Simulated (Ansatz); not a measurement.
# C2H3F (SMILES C=CF): MP2/aug-cc-pVDZ (density fitting with def2-universal-jkfit, aug-cc-pVTZ-rifit for correlation)

Aim: the vertical singlet–triplet gap of C2H3F at MP2/aug-cc-pVDZ (density fitting with def2-universal-jkfit, aug-cc-pVTZ-rifit for correlation), from 2 runs. 

The calculation is run with Ansatz 0.2.0.

8 further runs of the same task are left out: 3 for a known fault of the program, 2 that didn't finish, 3 set aside as unsound or not needed.

**1. Starting point**

The species is C2H3F (6 atoms), meant as a singlet with charge 0. SMILES: `C=CF`. The coordinates come from a PBE0-D4/def2-TZVP relaxation.

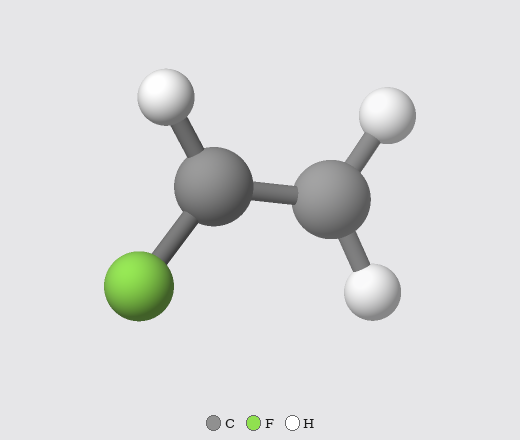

Viewed from a chosen angle; carbon grey, fluorine green, hydrogen white.

**2. A single-point energy at MP2/aug-cc-pVDZ (density fitting with def2-universal-jkfit, aug-cc-pVTZ-rifit for correlation)**

Input file in.yaml:

```yaml
crystal:
  periodic: [false, false, false]
  atoms:
    - symbol: C
      position_ang: [-0.536200, 0.076400, -0.442800]
    - symbol: C
      position_ang: [0.490000, -0.016300, 0.376600]
    - symbol: F
      position_ang: [0.966200, -1.192400, 0.795500]
    - symbol: H
      position_ang: [-1.043900, -0.803300, -0.816600]
    - symbol: H
      position_ang: [-0.880200, 1.054100, -0.749700]
    - symbol: H
      position_ang: [1.046100, 0.817400, 0.790700]
basis:
  gaussian:
    orbitals: aug-cc-pVDZ
    fitting: {mean_field: def2-universal-jkfit, correlation: aug-cc-pVTZ-rifit.json}
correlation: {method: mp2}
output: {orbitals: {seedname: orbitals}}
```

Started as:

```
$ ansatz run in.yaml --threads 1 --pin off --max-ram 2610MiB --events-out events.jsonl --progress --plain --runs-dir runs
```

The program printed:

```text
Warning: RAYON_NUM_THREADS=1 ignored (pool sized by the plan → 1); use --threads N
Functional definition: HF
  name "HF"
  exchange = exact_x
  correlation = 0
281 factors; integrals over basis functions are off by at most 2.3e-1 eV
456 factors; integrals over basis functions are off by at most 1.2e-2 eV
mean field evaluation 1: about -4811.9651 eV, gradient 2.8e1 eV
mean field evaluation 2: about -4813.6144 eV, gradient 1.1e1 eV
mean field evaluation 4: about -4813.9146 eV, gradient 8.2e-1 eV
mean field -4813.91693414 eV, -176.9081843394 hartree, gradient 1.9e-6 eV, S^2 0.000000; 0 other end points of the search recorded, 0 dependent functions left out
3 core orbitals not correlated: weight in the atoms' cores, before any rotation towards them, 1.000 or more for the frozen orbitals, at most 0.000 for the correlated occupied ones
reference -4813.91693414 eV, -176.9081843394 hartree; 9, 9 occupied and 84, 84 virtual orbitals, 456 factors
second order -13.01854375 eV of doubles, -0.00000000 eV of singles
Total energy: -4826.93547789 eV, -177.3866069980 hartree
```

Run time: 0.38 s. Hardware: 1 thread of Arm Neoverse V1, shared host.

**3. The triplet at the same level**

in.yaml: that of step 2 with these lines changed.

```diff
@@ -1 +1,5 @@
+basis:
+  gaussian:
+    orbitals: aug-cc-pVDZ
+    fitting: {mean_field: def2-universal-jkfit, correlation: aug-cc-pVTZ-rifit.json}
 crystal:
@@ -15,6 +19,3 @@
       position_ang: [1.046100, 0.817400, 0.790700]
-basis:
-  gaussian:
-    orbitals: aug-cc-pVDZ
-    fitting: {mean_field: def2-universal-jkfit, correlation: aug-cc-pVTZ-rifit.json}
+magnetization: {spin_polarized: false, initial_magnetization: 2}
 correlation: {method: mp2}
```

Started as:

```
$ ansatz run in.yaml --threads 1 --pin off --max-ram 2610MiB --events-out events.jsonl --progress --plain --runs-dir runs
```

The program printed:

```text
Warning: RAYON_NUM_THREADS=1 ignored (pool sized by the plan → 1); use --threads N
[... 4 set-up lines as earlier in the session ...]
281 factors; integrals over basis functions are off by at most 2.3e-1 eV
456 factors; integrals over basis functions are off by at most 1.2e-2 eV
mean field evaluation 1: about -4808.5749 eV, gradient 2.1e1 eV
mean field evaluation 2: about -4806.0720 eV, gradient 2.0e1 eV
mean field evaluation 4: about -4808.5588 eV, gradient 4.5e0 eV
mean field -4810.03936098 eV, -176.7656861543 hartree, gradient 5.7e-6 eV, S^2 2.000000; 0 other end points of the search recorded, 0 dependent functions left out
mean field evaluation 8: about -4808.4384 eV, gradient 1.6e1 eV
3 core orbitals not correlated: weight in the atoms' cores, before any rotation towards them, 1.000 or more for the frozen orbitals, at most 0.000 for the correlated occupied ones
reference -4810.03936098 eV, -176.7656861543 hartree; 10, 8 occupied and 83, 85 virtual orbitals, 456 factors
second order -11.95455493 eV of doubles, -0.13828583 eV of singles
Total energy: -4822.13220175 eV, -177.2100898557 hartree
```

It took 0.85 s on 1 thread of Arm Neoverse V1, shared host.

**4. Summary of results**

Level: MP2/aug-cc-pVDZ (density fitting with def2-universal-jkfit, aug-cc-pVTZ-rifit for correlation), 3 core orbitals frozen.

| quantity | value |
| --- | --- |
| singlet: total energy | -177.38661 Eh |
| singlet: HOMO energy (Hartree–Fock orbitals) | -10.50 eV |
| singlet: LUMO energy (Hartree–Fock orbitals) | 1.02 eV |
| singlet: HOMO–LUMO gap (Hartree–Fock orbitals) | 11.52 eV |
| singlet: correlation energy (3 core orbitals frozen) | -478.4 mEh |
| triplet: total energy | -177.21009 Eh |
| triplet: correlation energy (3 core orbitals frozen) | -444.4 mEh |
| triplet: ⟨S²⟩ of the reference determinant | 2.000 |
| vertical energy of the triplet above the singlet | 4.803 eV |

In words: At this shape the triplet lies 4.80 eV (111 kcal/mol) above the singlet.
